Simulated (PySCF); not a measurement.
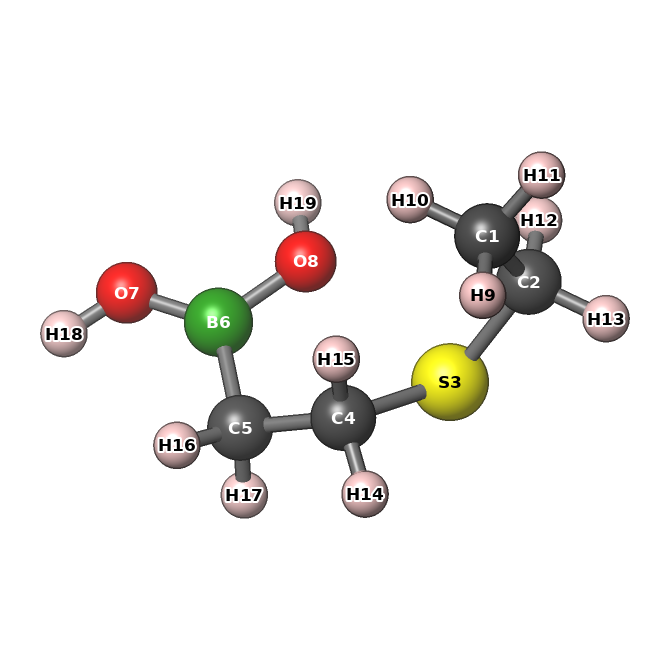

The species has charge +1 and is a spin doublet. The geometry was computed by an optimisation with GFN2-xTB. No frequency run is at hand to confirm it as a minimum. Computed with UKS B3LYP, pcH-1 on B C H O S, non-relativistic (PySCF 2.14.0). Fermi-contact and spin-dipolar terms alone, no spin-orbit part.

Which nucleus has the largest dipolar (anisotropic) hyperfine coupling?

Answer. 33S at S3: principal values −89.6, −85.8, 175.4 MHz.

List the isotropic and dipolar parts for the most strongly coupled nuclei, one of each equivalent set.

```json
{"atom": "S3", "isotope": "33S", "a_iso (MHz)": "48.6", "dipolar part (MHz)": "−89.6, −85.8, 175.4"}
{"atom": "O8", "isotope": "17O", "a_iso (MHz)": "−114.5", "dipolar part (MHz)": "−30.6, 14.8, 15.8"}
{"atom": "H19", "isotope": "1H", "a_iso (MHz)": "13.9", "dipolar part (MHz)": "−8.9, −3.3, 12.2"}
{"atom": "H14", "isotope": "1H", "a_iso (MHz)": "99.1", "dipolar part (MHz)": "−5.9, −1.9, 7.8"}
{"atom": "H13", "isotope": "1H", "a_iso (MHz)": "86.3", "dipolar part (MHz)": "−5.7, −1.7, 7.5"}
{"atom": "H12", "isotope": "1H", "a_iso (MHz)": "68.8", "dipolar part (MHz)": "−4.9, −2.2, 7.2"}
{"atom": "C2", "isotope": "13C", "a_iso (MHz)": "−12.8", "dipolar part (MHz)": "−4.0, −2.4, 6.5"}
{"atom": "C4", "isotope": "13C", "a_iso (MHz)": "−13.2", "dipolar part (MHz)": "−3.5, −2.7, 6.1"}
```

The geometry is semi-empirical. Around B such bond lengths and angles can be off by a tenth of an ångström or more and by several degrees, and values that hang on the shape move with them.
